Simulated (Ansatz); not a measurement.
# Mg-Sc-Mg stack of (100) layers: electron–phonon coupling and resistivity, part 2 of 4

Aim: how strongly do electrons couple to phonons in Mg-Sc-Mg stack of (100) layers, and what resistivity does that give?

Ansatz 0.2.0; DFT PBEsol, scalar-relativistic, plane waves, PAW.

So far: The structure; Relaxing cell and atoms.

### Step 3. Tight relaxation

Phonons are second derivatives about the minimum, so the remaining forces must be small: the thresholds are tightened.

The input, input.yaml:

```yaml
crystal:
  lattice:
    - [3.1711272948, 0.0, 0.0]
    - [0.0, 3.1711272948, 0.0]
    - [0.0, 0.0, 33.0869768474]
  atoms:
    - { symbol: Mg, position: [0.0, 0.0, 0.1712834097] }
    - { symbol: Sc, position: [0.5, 0.5, 0.2363995066] }
    - { symbol: Mg, position: [0.0, 0.0, 0.3015156034] }
  periodic: [true, true, false]
kpoints:
  mp_grid: { grid: [8, 8, 1] }
hamiltonian:
  xc: pbesol
scf:
  occupations: { method: methfessel_paxton, width: 0.2 }
output:
  forces: true
  stress: true
  eigenvalues: true
  write_density: true
  write_potential: true
  elf: true
  volumetric_format: npy
relax:
  adjacent_minimum: "off"
  f_tol: 0.001
  max_steps: 60
  cell: { stress_2d_tol: 0.002 }
```

Started as:

```
> ansatz run input.yaml --threads 4 --pin off --max-ram 16384MiB --backend cpu --events-out ev --progress --plain --runs-dir out
```

Numbers of over 12 decimals in the logs are rounded to 6 here.

Output:

```text
[the first part of the log is left out]
  E_paw        = -1494.875627  (= ΣΔE_a)
  E_vpaw       = -170.228485  (= ΣTr[D̂ρ^β])
  E_aug_tail   = 0.000006  (compensation charges beyond the density's cutoff)
  E_ewald      = 24646.645491
  E_core_change = 0.246750  (= ΣΔE_core)
  E_smearing   = -0.009132  (= −TS)
  E_closure    = -0.000000  (closes the sum)
  Σ components = -5934.578779   (vs F -5934.578779, Δ=0.00e0)
--- Forces (eV/Å), atoms counted from 1 ---
  atom   1  Mg     0.00000000     0.00000000     0.00006189
  atom   2  Sc     0.00000000     0.00000000     0.00000000
  atom   3  Mg     0.00000000     0.00000000    -0.00006189
  max |Σ_I F_I| component: 1.26e-29 eV/Å
--- 2D stress c σ (N/m, compression-positive) ---
        0.001393       0.000000       0.000000
        0.000000       0.001393       0.000000
        0.000000       0.000000       0.000000
  P = ½ c Tr σ = 0.0014 N/m
--- Band table (eV; the first three rows and the last of 15) ---
[...]
--- Relaxed structure (4 steps of the walk, 4 accepted, 1 SCFs on fresh bases) ---
[...]
cell:  # Å, volume = 333.7194 Å³
    - [3.175866, 0, 0.0]
    - [0, 3.175866, 0.0]
    - [0.0, 0.0, 33.0869768474]
  atoms:
    - { symbol: Mg, position: [0, 0, 0.171266] }
    - { symbol: Sc, position: [0.5, 0.5, 0.236400] }
    - { symbol: Mg, position: [0, 0, 0.301533] }
```

Wall time 10 s (4 threads of Arm Neoverse V1, shared host); peak memory 0.64 GiB.

Step by step:

```csv
step,energy less that of the first step (eV),largest force component (eV/Å),volume (Å³)
1,0.0000,0.0094,332.72
2,-0.0001,0.0023,333.19
3,-0.0001,0.0012,333.60
4,-0.0001,0.0001,333.72
5,-0.0001,0.0001,333.72
```

The log counts 1 steps on a newly chosen plane-wave basis, not all of them marked here; energy and pressure can jump at such steps.

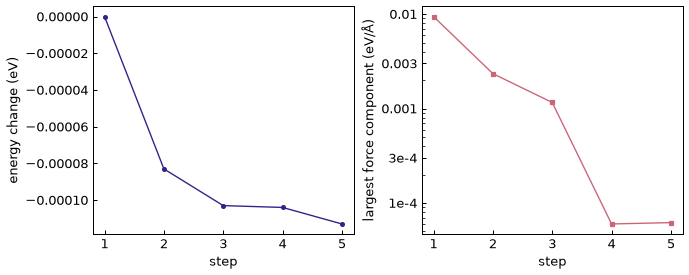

Energy and largest force along the relaxation.

```
cell as run  before  after  change
      a (Å)   3.171  3.176  +0.1 %
      b (Å)   3.171  3.176  +0.1 %
```

The relaxed structure:

```xyz
3
Lattice="3.1759 0.0000 0.0000 0.0000 3.1759 0.0000 0.0000 0.0000 33.0870" Properties=species:S:1:pos:R:3
Mg    0.0000    0.0000    5.6667
Sc    1.5879    1.5879    7.8217
Mg    0.0000    0.0000    9.9768
```

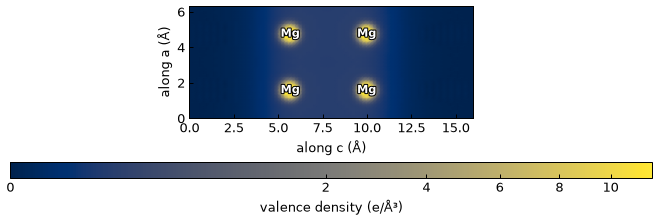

Valence density in the ca plane at fractional y = 1.000, with atoms of Mg within 0.2 Å of it. It is the smooth field of the valence electrons, not physical close to the nuclei. The map starts off the cell's origin, so that atoms lie inside it. The colour scale is stretched toward low values. The far vacuum is left out of the map.

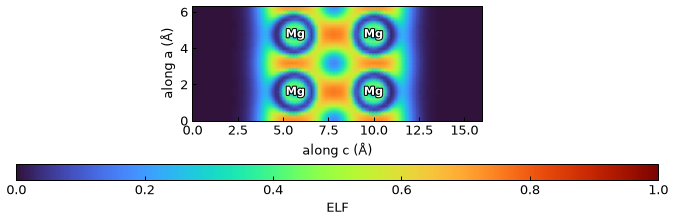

ELF in the ca plane at fractional y = 1.000, with atoms of Mg within 0.2 Å of it. It is the smooth field of the valence electrons, not physical close to the nuclei. The map starts off the cell's origin, so that atoms lie inside it. The far vacuum is left out of the map.

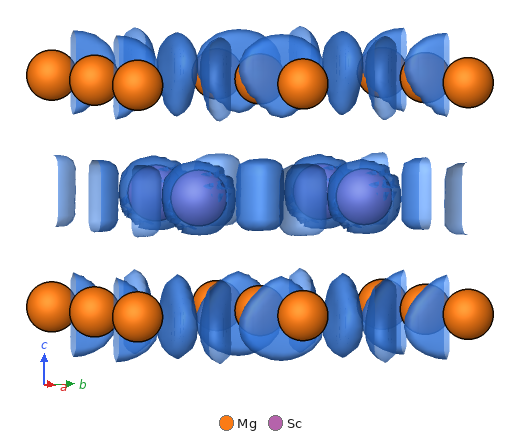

Surface of ELF = 0.68. 2×2×1 cells are drawn.

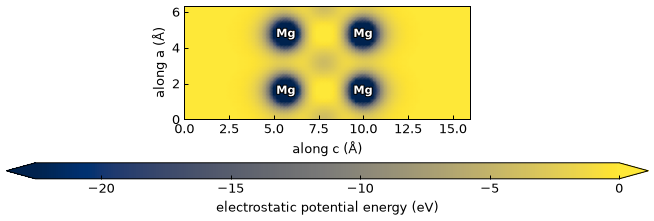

Electrostatic potential energy in the ca plane at fractional y = 1.000, with atoms of Mg within 0.2 Å of it. With pseudopotentials it is smooth inside the atoms' cores, unlike the true potential. The map starts off the cell's origin, so that atoms lie inside it. The far vacuum is left out of the map.

### Step 4. Lattice stability: q 2×2×1, k 6×6×1

Before any scattering is computed, the phonons show whether the structure is a minimum.

The input, input.yaml:

```yaml
crystal:
  lattice:
    - [3.1758662782, 0.0, 0.0]
    - [0.0, 3.1758662782, 0.0]
    - [0.0, 0.0, 33.0869768474]
  atoms:
    - { symbol: Mg, position: [0.0, 0.0, 0.1712655626] }
    - { symbol: Sc, position: [0.5, 0.5, 0.2363995066] }
    - { symbol: Mg, position: [0.0, 0.0, 0.3015334505] }
  periodic: [true, true, false]
kpoints:
  mp_grid: { grid: [6, 6, 1] }
hamiltonian:
  xc: pbesol
scf:
  occupations: { method: methfessel_paxton, width: 0.2 }
output:
  eigenvalues: true
phonons:
  method: dfpt
  qmesh: [2, 2, 1]
  temperatures: { t_max: 1000, t_step: 50 }
  qpath:
    path: [[0.0, 0.0, 0.0], [0.0, 0.5, 0.0], [0.5, 0.5, 0.0], [0.0, 0.0, 0.0]]
    npoints: 10
```

Output:

```text
Warning: crystal.symmetry: narrowed to the stabiliser of the run's FFT grids — unitary ops 16 → 8. A phonons.method: dfpt run fills in the rows of the dynamical matrix that it does not solve by its symmetry operations, which is exact only for operations that map its FFT grids onto themselves: filled in by any other, the frequencies could depend on the order in which like atoms are typed, or, by more than the grids' own error, on where the crystal sits among the grids' points. Excluded: 8 operations. The run can therefore solve more perturbations, solve them on more k-points, or both, and cost more. [rest of the remark cut]
[...]
Crystal: 3 atoms, lattice volume = 333.719 Å³
Basis set: ecut = 420 eV, 6567 PW (Γ), exchange–correlation on 48×48×450 points (8 copies of the dense FFT grid, shifted against one another)
Bands: 20, of which v1, the nominal top of the filled ones, is band 16 counted from 1 (15 counted from 0)
Symmetry: 16 space group operations
k-points: 10 of 36 (irreducible under 8 space group operations)
[...]
SCF iter   1: F=—  HF=-5934.603009 eV  |F-HF|=—  |Δ(HF+E_count)|=         —  Δρ=2.14e-3  dr2=1.34e-2  ethr=1.77e-3  ⟨swp⟩=9.0  Hψ=1125  notcnv=0
[...]
SCF iter  11: F=-5934.596877 eV  HF=-5934.596877 eV  |F-HF|=7.64e-11  |Δ(HF+E_count)|=  9.73e-11  S|Δr|=    0.00e0  Δρ=1.39e-8  dr2=1.55e-12  ethr=1.00e-12  ⟨swp⟩=6.7  Hψ=808  notcnv=0
SCF 1 converged in 11 iterations: F = -5934.596877 eV  dr2 = 1.55e-12
[...]
phonons: the bands overlap, so this run is a metal and interpolates without the dipole-dipole term. If the crystal is really an insulator or semiconductor, its LO-TO splitting is missing
NSCF: frozen V_eff on 10 k-points
[...]
DFPT response loops at q = (0, 0, 0) (fractional): preconditioner auto → none (partly filled bands, converged f_vac=0.729); β = 0.50; Broyden in place of MSR1
[...]
SCF converged after 11 iterations
Stability not checked: this state was not tested for a lower state beside it, because cold or Methfessel-Paxton smearing, or corrected tetrahedra, fill the levels in a way that the test cannot read (fill_not_monotonic; see scf.lower_state_search)
Free energy (F): -5934.596877 eV
[...]
Internal energy: -5934.602925 eV  (E = F + TS)
E sigma→0 (E₀):  -5934.598389 eV
Entropy (-TS):   0.006048 eV (2.016 meV/atom)
Fermi energy:    -3.073852 eV
[...]
--- Band table (eV; the first three rows and the last of 10) ---
  k-point 0: bands = [... 12 lower, -8.8567, -7.5144, -5.2659, -3.1468, -2.8272, -2.3273, -0.7356, -0.7356]
  k-point 1: bands = [... 12 lower, -8.4101, -7.1610, -4.8378, -3.0121, -2.7262, -2.0957, -1.0998, -0.6578]
  k-point 2: bands = [... 12 lower, -7.1425, -6.1692, -3.7111, -3.3686, -3.0581, -1.7502, -1.3207, -0.7912]
  k-point 9: bands = [... 12 lower, -4.7389, -3.4131, -3.4131, -2.0356, -1.8979, -1.8979, 0.2646, 0.4721]
--- Phonons (Γ-DFPT): 6 representative perturbations + reference (Σ response iterations 31) ---
  ASR residual: 2.509e-5 → 0.000e0 eV/Å²; symmetrization residual: 9.722e-6 eV/Å²
  The last average, over the group as it would stand without the narrowing to the FFT grids, took up to 2.349e-6 eV/Å² of the zone centre's force constants
  ASR residual per site (eV/Å²): 1.70e-5 1.79e-5 2.51e-5
  Γ frequencies (cm⁻¹): 0.00 0.00 0.00 134.19 134.19 170.51 193.17 193.17 224.82
--- Phonons (arbitrary-q DFPT): 3 irreducible q on the 2×2×1 mesh ---
  q = [0.0000, 0.0000, 0.0000] (star 1, of the zone-centre solve; hermiticity 4.48e-6, symmetrization 3.85e-12, taken by the last average 5.41e-7): -0.00 0.00 0.00 134.19 134.19 170.51 193.17 193.17 224.82
  q = [0.0000, -0.5000, 0.0000] (star 2, 9 solved perturbations on 16 of 36 k-point pairs; hermiticity 2.50e-6, symmetrization 2.11e-9, taken by the last average 2.80e-7): 108.03 114.67 116.31 119.95 144.66 183.73 233.74 242.85 254.99
  q = [-0.5000, -0.5000, 0.0000] (star 1, 6 solved perturbations in 78 linear systems a pass and spin channel, the states on 16 of 36 k-point pairs; hermiticity 4.42e-7, symmetrization 4.90e-9, taken by the last average 3.02e-7): 123.50 191.11 196.44 200.24 200.24 214.64 214.64 230.86 230.86
  sum rule: each row above includes the acoustic sum rule's correction from the zone centre's row sums; it moved no ω² by more than (0.53 cm⁻¹)²
  mesh force constants: q→R imaginary residual 9.83e-18; ASR residual 2.509e-5 → 0.000e0 eV/Å²; symmetrization residual 3.553e-15 eV/Å²
  interpolated dispersion: 31 rows × 9 modes
  density of states and harmonic sums: on the 20×20×1 q-mesh, interpolated from the force constants of a 2×2×1 supercell (no non-analytic term)
  largest difference from the sums on the solved wave vectors: F 1.51e-1 eV, S 2.15e-4 and C_V 6.40e-5 eV/K
  zero-point energy: 0.094475 eV/cell   skipped modes (ω ≤ 0): 3   left out of the sums: 8.33e-4 of the cell's modes: C_V's classical limit lies that fraction below 3 k_B per atom; for a crystal, a wire or a layer, F and S can be off by more, and a phonons.interpolated_qmesh denser along its periods is the remedy for the sampling
```

Run time: 80 s. Hardware: 4 threads; peak memory 1.1 GiB; 5.1 min of CPU time.

Numbers from this step:

| Quantity | Value |
| --- | --- |
| zero point energy | 0.09448 eV/cell |
| share of imaginary modes in the plain interpolation between solved wavevectors | 0 |
| highest frequency, solved or plainly interpolated | 255.1 cm⁻¹ |

Solved on the 2×2×1 mesh alone; all other wavevectors are interpolated. The phonon branches at the labelled points (cm⁻¹):

| point | branch 1 | branch 2 | branch 3 | branch 4 | branch 5 | branch 6 | branch 7 | branch 8 | branch 9 |
| --- | --- | --- | --- | --- | --- | --- | --- | --- | --- |
| Γ | 0 | 0 | 0 | 134 | 134 | 170 | 193 | 193 | 225 |
| X | 108 | 115 | 116 | 120 | 145 | 184 | 234 | 243 | 255 |
| M | 124 | 191 | 196 | 200 | 200 | 215 | 215 | 231 | 231 |
| Γ | 0 | 0 | 0 | 134 | 134 | 170 | 193 | 193 | 225 |

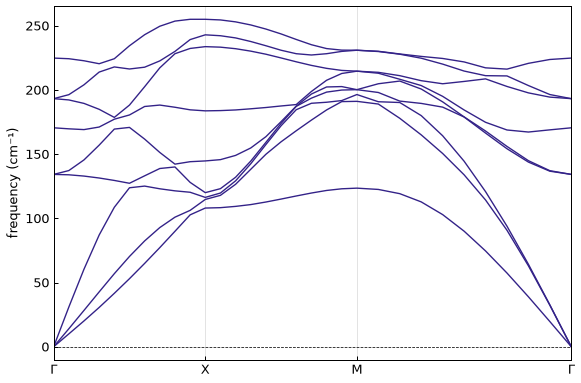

Phonon branches along the path.

Lowest modes at the softest wavevector of the mesh. The modes at q = (0.000, 0.500, 0.000) (shares of kinetic energy by element, %):

```
mode  frequency (cm⁻¹)  Mg %  Sc %
   1             108.0    12    88
   2             114.7   100     0
   3             116.3     0   100
   4             120.0   100     0
   5             144.7    69    31
   6             183.7   100     0
```

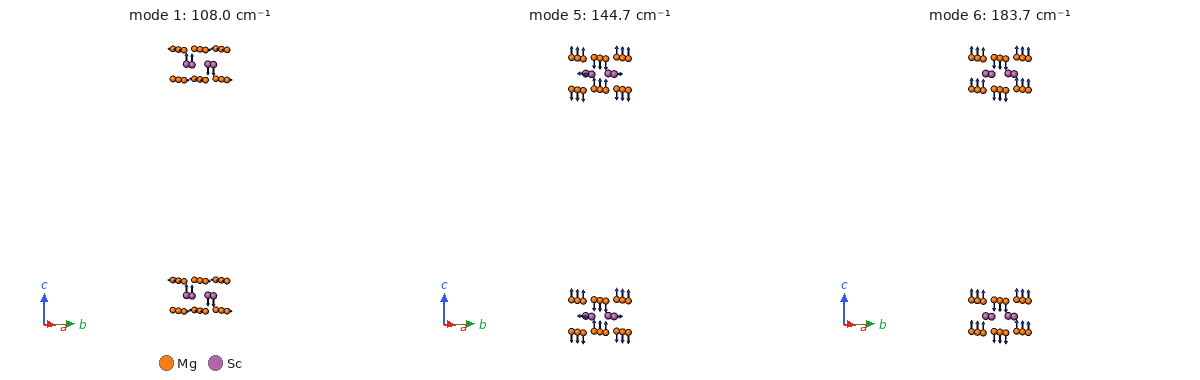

Displacement patterns of modes 1, 5 and 6 at q = (0.000, 0.500, 0.000); arrows are exaggerated. 2×2×2 cells are drawn. Some periodic images of atoms are drawn too.

Among the solved wavevectors the lowest mode, translations apart, is 108 cm⁻¹, so these are real on this k mesh.

### Step 5. Resistivity: q 2×2×1, k 8×8×1, scattering 12×12×1

Phonons, couplings and the Boltzmann equation in one run.

Edit input.yaml of step 4 so:

```diff
@@ -11,3 +11,3 @@
 kpoints:
-  mp_grid: { grid: [6, 6, 1] }
+  mp_grid: { grid: [8, 8, 1] }
 hamiltonian:
@@ -25 +25,4 @@
     npoints: 10
+  electrical_resistivity:
+    mesh: [12, 12, 1]
+    temperatures: [20.0, 50.0, 77.0, 100.0, 150.0, 200.0, 300.0, 400.0, 600.0, 800.0]
```

Output:

```text
[...]
Crystal: 3 atoms, lattice volume = 333.719 Å³
Basis set: ecut = 420 eV, 6567 PW (Γ), exchange–correlation on 48×48×450 points (8 copies of the dense FFT grid, shifted against one another)
Bands: 20, of which v1, the nominal top of the filled ones, is band 16 counted from 1 (15 counted from 0)
Symmetry: 16 space group operations
k-points: 15 of 64 (irreducible under 8 space group operations)
[...]
SCF iter   1: F=—  HF=-5934.586429 eV  |F-HF|=—  |Δ(HF+E_count)|=         —  Δρ=2.89e-3  dr2=2.68e-2  ethr=1.77e-3  ⟨swp⟩=9.0  Hψ=1697  notcnv=0
[...]
SCF iter  10: F=-5934.578779 eV  HF=-5934.578779 eV  |F-HF|=5.67e-10  |Δ(HF+E_count)|=  9.54e-10  S|Δr|=    0.00e0  Δρ=4.71e-8  dr2=4.31e-12  ethr=1.00e-12  ⟨swp⟩=13.1  Hψ=2075  notcnv=0
SCF 1 converged in 10 iterations: F = -5934.578779 eV  dr2 = 4.31e-12
[...]
WARN: eigensolver did not converge (k=8): 1 band(s) unlocked after 2 eigensolves, warm-restarted (20 sweeps on the last) at ethr=1.08e-12 eV (storage-precision floor; scheduled 1.00e-12 eV) (lowest unlocked band 19, counted from 0; max residual 6.05e-4 eV among the unlocked bands, 6.05e-4 eV over every band; other slots of this pass that fall short are told together in one closing line; warning suppressed until the next SCF loop or pass starts)
[...]
k-points: 15 of 64
SCF iter   1: F=—  HF=-5934.586429 eV  |F-HF|=—  |Δ(HF+E_count)|=         —  Δρ=2.89e-3  dr2=2.68e-2  ethr=1.77e-3  ⟨swp⟩=9.0  Hψ=1697  notcnv=0
[...]
SCF iter  10: F=-5934.578779 eV  HF=-5934.578779 eV  |F-HF|=5.48e-10  |Δ(HF+E_count)|=   1.00e-9  S|Δr|=    0.00e0  Δρ=4.71e-8  dr2=4.31e-12  ethr=1.00e-12  ⟨swp⟩=3.6  Hψ=760  notcnv=0
SCF 2 converged in 10 iterations: F = -5934.578779 eV  dr2 = 4.31e-12
[...]
SCF converged after 10 iterations
[...]
Free energy (F): -5934.578779 eV
[...]
Internal energy: -5934.569647 eV  (E = F + TS)
E sigma→0 (E₀):  -5934.576496 eV
Entropy (-TS):   -0.009132 eV (-3.044 meV/atom)
Fermi energy:    -3.164411 eV
[...]
--- Band table (eV; the first three rows and the last of 15) ---
  k-point 0: bands = [... 12 lower, -8.8637, -7.5071, -5.2781, -3.1889, -2.8273, -2.3293, -0.7509, -0.7509]
  k-point 1: bands = [... 12 lower, -8.6106, -7.3075, -5.0346, -3.1004, -2.7582, -2.1917, -0.9896, -0.7057]
  k-point 2: bands = [... 12 lower, -7.8759, -6.7273, -4.3502, -3.0408, -2.7759, -1.8971, -1.2634, -0.5935]
  k-point 14: bands = [... 12 lower, -4.7781, -3.4210, -3.4210, -2.0297, -1.9013, -1.9013, 0.2756, 0.4746]
[...]
ASR residual: 1.064e-4 → 0.000e0 eV/Å²; symmetrization residual: 5.080e-7 eV/Å²
[...]
ASR residual per site (eV/Å²): 2.47e-5 1.06e-4 2.42e-5
  Γ frequencies (cm⁻¹): 0.00 0.00 0.00 132.38 132.38 172.55 192.71 192.71 221.30
--- Phonons (arbitrary-q DFPT): 3 irreducible q on the 2×2×1 mesh ---
[...]
interpolated dispersion: 31 rows × 9 modes
[...]
--- Electrical resistivity: potentials and phonons of a 2×2×1 supercell ---
  scattering by harmonic phonons alone, with no dipole-dipole term; scattering by other electrons, impurities, surfaces and spin disorder is left out, and so is spin–orbit coupling
  the resistivity is that of a variational response, whose dependence on the energy is improved iteratively
  tensors lie in the sheet's plane, the Hall coefficient along its normal; that, the resistivity and the plasma energy are of the whole cell, vacuum included; the cell is 33.087 Å high
  at the Fermi level of each mesh (of a tensor half of its trace):
           mesh   spin    states/(eV spin)  plasma energy (eV)         λ      λ_tr    ħω_log (meV)
        12×12×1                     1.5836              2.3223    0.5757    0.5431          13.028
          6×6×1                     1.0968              2.2429    0.4134    0.3784          14.319
          3×3×1                    40.1694              2.5084    0.9788   10.6047          12.076
  resistivity on the deck's mesh, µΩ·cm:
     T (K)       trace/2  mesh converged            xx            yy            zz    lowest order   relaxation time
     20.00     2.2595e-1              no     2.2595e-1     2.2594e-1      0.0000e0       4.6699e-1         2.8318e-1
     50.00      5.6584e0              no      5.6584e0      5.6584e0      0.0000e0        8.3268e0          5.7296e0
     77.00      1.5244e1              no      1.5244e1      1.5244e1      0.0000e0        1.9589e1          1.5336e1
    100.00      2.4621e1              no      2.4621e1      2.4621e1      0.0000e0        2.9985e1          2.4804e1
    150.00      4.5077e1              no      4.5077e1      4.5077e1      0.0000e0        5.2599e1          4.5503e1
    200.00      6.4574e1              no      6.4574e1      6.4574e1      0.0000e0        7.4674e1          6.5247e1
    300.00      1.0127e2              no      1.0127e2      1.0127e2      0.0000e0        1.1771e2          1.0244e2
    400.00      1.3616e2              no      1.3616e2      1.3616e2      0.0000e0        1.5983e2          1.3785e2
    600.00      2.0389e2              no      2.0389e2      2.0389e2      0.0000e0        2.4289e2          2.0682e2
    800.00      2.7252e2              no      2.7252e2      2.7252e2      0.0000e0        3.2645e2          2.7718e2
  sheet resistance at 20 K: 0.6829 Ω
  mean free path at 20 K (of a tensor half of its trace): 3261 nm by what each carries, 1803 by the Fermi surface alone
  Hall coefficient in a weak field at 20 K (along the normal): 9.705e-10 m³/C (how far it moves between the two finest meshes is not known); by each state's relaxation time: -1.279e-10 m³/C; by a constant relaxation time: -5.157e-10 m³/C
  sheet resistance at 50 K: 17.10 Ω
[...]
sheet resistance at 77 K: 46.07 Ω
[...]
sheet resistance at 100 K: 74.41 Ω
[...]
sheet resistance at 150 K: 136.2 Ω
[...]
sheet resistance at 200 K: 195.2 Ω
[...]
sheet resistance at 300 K: 306.1 Ω
[...]
sheet resistance at 400 K: 411.5 Ω
[...]
sheet resistance at 600 K: 616.2 Ω
[...]
sheet resistance at 800 K: 823.6 Ω
[...]
the resistivity times a path that all electrons share, by the Fermi surface of the deck's mesh alone (half of the trace): 4.073e-15 Ω·m²
  not converged in the mesh (λ; λ_tr; the resistivity at 20 K by 34.04 %; the resistivity at 50 K by 22.38 %; the resistivity at 77 K by 19.19 %; the resistivity at 100 K by 17.41 %; the resistivity at 150 K by 14.75 %; the resistivity at 200 K by 12.50 %; the resistivity at 300 K by 10.01 %; the resistivity at 400 K by 8.28 %; the resistivity at 600 K by 5.82 %; the resistivity at 800 K by 3.71 %): between neighbour [...]
  vibrations of 4 cells: unjudged by the run; compare a larger repeat
  the changes of the potential over all sites missed a rigid shift's by 0.77 % (the site terms' by 0.01 %)
  between the force constants' wavevectors the phonons are obtained by Fourier interpolation alone: along a vector of fewer than three repeats the shortest translation of the supercell is 6.352 Å, and under 7.781 Å the phonon self-energy is left out by default: enlarge phonons.supercell (under dfpt, phonons.qmesh)
```

It took 1.9 min on 4 threads; peak memory 2.2 GiB; 7.1 min of CPU time.

This step gave:

- zero point energy: 0.09033 eV/cell
- highest frequency, solved or plainly interpolated: 246 cm⁻¹
- cell height: 33.09 Å
- sheet resistance 300K: 306.1 Ω/square, mean in the plane
- resistivity at 300 K: 101.3 μΩ cm, mean of the axes, of the whole cell with its vacuum
- coupling constant λ: 0.5757
- density of states at the Fermi level: 1.584 states/eV a spin and cell
- log mean phonon energy ħω_log: 13.03 meV
- transport coupling constant λ_tr: 0.5431, 0.5431, 0 (xx, yy, zz)
- Drude plasma energy: 2.322, 2.322, 0 eV (xx, yy, zz), of the whole cell with its vacuum
- second-moment phonon energy ħω₂: 16.09 meV, from the broadened α²F curve

Some points of the scattering mesh along the symmetry lines, up to three branches each (those of largest λ), at most 39 rows; the frequencies are those of the scattering step, which can differ from the solved and plainly interpolated ones; single rows converge slowly. Mode couplings:

| q1 | q2 | q3 | branch | ħω (meV) | λ_q | half width (meV) |
| --- | --- | --- | --- | --- | --- | --- |
| 0 | 0.3333 | 0 | 1 | 8.76 | 0.0582 | 0.0222 |
| 0 | 0.3333 | 0 | 2 | 9.92 | 0.266 | 0.13 |
| 0 | 0.3333 | 0 | 4 | 15.86 | 0.0717 | 0.0896 |
| 0.0833 | 0.5 | 0 | 1 | 11.41 | 0.204 | 0.132 |
| 0.0833 | 0.5 | 0 | 2 | 14.9 | 0.0305 | 0.0336 |
| 0.0833 | 0.5 | 0 | 7 | 26.87 | 0.0364 | 0.131 |
| 0.4167 | 0.5 | 0 | 1 | 9.98 | 0.642 | 0.318 |
| 0.4167 | 0.5 | 0 | 8 | 27.57 | 0.0505 | 0.191 |
| 0.4167 | 0.5 | 0 | 9 | 27.76 | 0.0473 | 0.182 |
| 0.3333 | 0.3333 | 0 | 1 | 10.22 | 0.488 | 0.254 |
| 0.3333 | 0.3333 | 0 | 7 | 24.2 | 0.116 | 0.339 |
| 0.3333 | 0.3333 | 0 | 8 | 26.73 | 0.0444 | 0.158 |

Some states were left unconverged by the eigensolver. By its own test the run is not converged in the mesh. λ = 0.576 and 306 Ω per square at 300 K. The run's own test puts 10 % between its two finest meshes on the component of the resistivity at 300 K that moves most, so it is not converged. By the run's own test λ moves by 28 % between its two finest scattering meshes.

[end of part 2 of 4]

[Logs are printed without paths, hosts, clocks, repeated set-up lines and the standing remarks that a program may print on its own settings, such as how far it seeks lower states.]

[Hosts, paths, dates, database ids (printed as entryN), source tags and the programs' standing remarks are cut or masked in the printed files.]
